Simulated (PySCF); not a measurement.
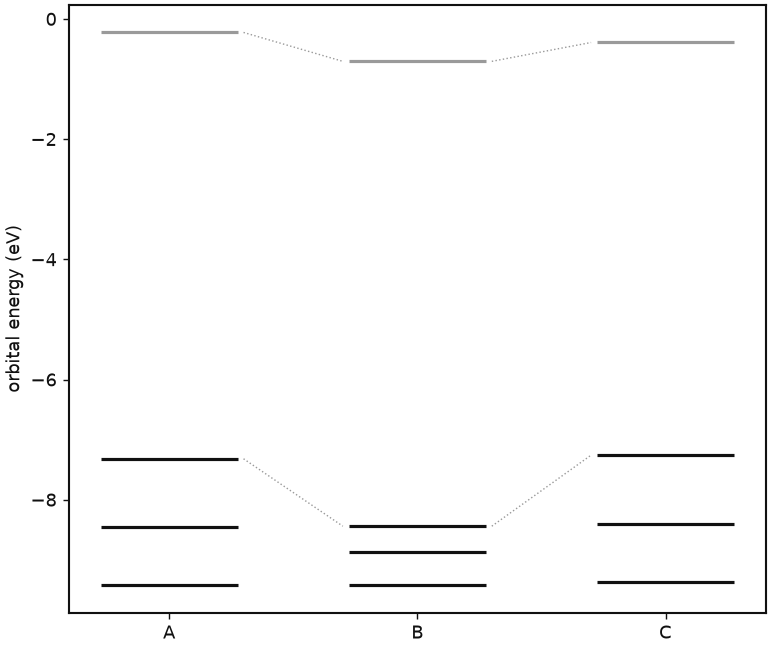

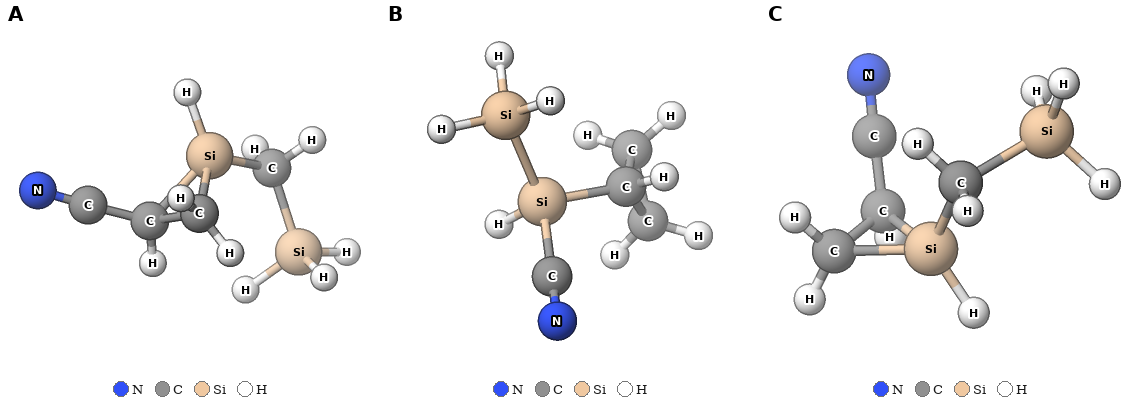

Related molecules: A is C₄H₉NSi₂, SMILES N#C[C@@H]1C[Si@H]1C[SiH3]; B is C₄H₉NSi₂, SMILES N#C[Si@@H]([SiH3])C1CC1; C is C₄H₉NSi₂, SMILES N#C[C@@H]1C[Si@@H]1C[SiH3]. Frontier orbital energies, PBE0/def2-SVPD in PySCF, at a GFN2-xTB geometry (no frequency check); drawn are at most three filled levels and, in grey, the LUMO with any level within 0.03 eV of it; dotted lines join the HOMOs and the LUMOs.

What does the change do to the frontier levels?

From A to B the HOMO falls by 1.12 eV and the LUMO falls by 0.48 eV, so the separation goes from 7.09 to 7.73 eV. From A to C the HOMO rises by 0.06 eV and the LUMO falls by 0.17 eV, so the separation goes from 7.09 to 6.87 eV.

Limits of at least one run: one conformer of a flexible molecule; the tight-binding geometry is rougher than a DFT one and adds to the error.
